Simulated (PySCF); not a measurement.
```
atom    x (Å)    y (Å)    z (Å)
   F  -1.0520  -0.4769   1.6908
   C  -1.1793   0.5177   0.7274
   C  -1.4932  -0.1370  -0.6123
   C  -0.4506  -1.1542  -1.0496
   S   1.1705  -0.4247  -1.4741
   C   2.1248  -0.7114   0.0364
   S   2.2004   0.6941   1.2069
  Si   0.3535   1.6912   0.7884
   H  -2.0541   1.1021   1.0370
   H  -1.5897   0.6472  -1.3644
   H  -2.4516  -0.6602  -0.5366
   H  -0.2854  -1.9011  -0.2738
   H  -0.7809  -1.6552  -1.9595
   H   3.1501  -0.9151  -0.2650
   H   1.7107  -1.5711   0.5585
   H   0.4076   2.4182  -0.4743
   H   0.2121   2.5483   1.9541
```

Geometry: GFN2-xTB.

Level of theory: PySCF 2.14.0, PBE0/pcSseg-1, SCF density, gas phase, non-relativistic.

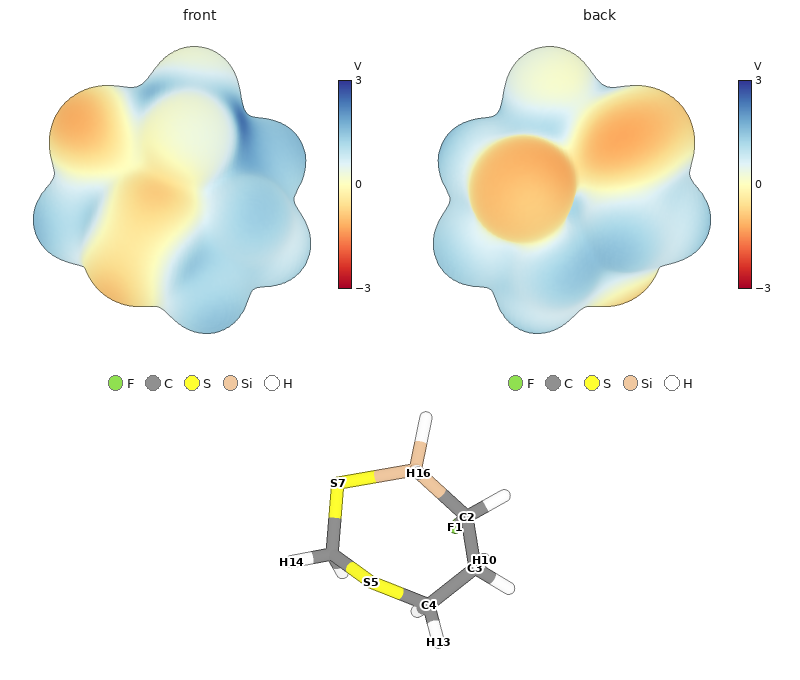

C₄H₉FS₂Si. The molecular electrostatic potential painted on the density surface at 0.004 e/bohr³, seen from the front and from behind; red is negative and blue positive. The bare structure is drawn below in the same view.

Q: Where is the surface potential most negative and most positive?

A: The most negative region (about −1.2 V, or −28 kcal/mol for a unit charge) lies over F1 and S7, the most positive (about +2.1 V, or +48 kcal/mol for a unit charge) over Si8.

Q: What dipole moment does the calculation give?

A: Its dipole moment is 2.67 D.
